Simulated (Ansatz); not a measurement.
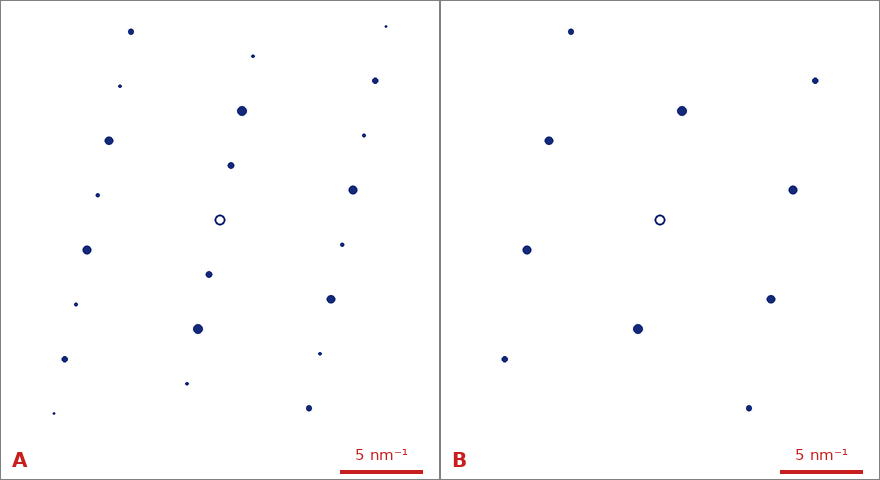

Two kinematic electron diffraction simulations (120 kV, B = 0.5 Å²) along [210] of CuRu, space group Pm-3m (No. 221), a = 2.926 Å. In one, Cu and Ru are ordered as in the structure; in the other they share their sites at random (average scattering factor, positions unchanged, diffuse scattering left out). Structure: the end point of a relaxation with DFT r2SCAN, scalar-relativistic, plane waves, PAW in Ansatz; the starting structure was generated, so it need not be a known form of this composition.

> Which pattern belongs to the ordered crystal, and which reflections tell?

A is ordered. It has superlattice reflections such as 0 0 1, 1 -2 0, 0 0 3, 1 -2 -2 (d = 2.93 Å for the first), whose structure factor is proportional to f(Cu) − f(Ru); they vanish when the two elements are mixed, because the mixed crystal has a smaller primitive cell, and only the fundamental reflections remain.
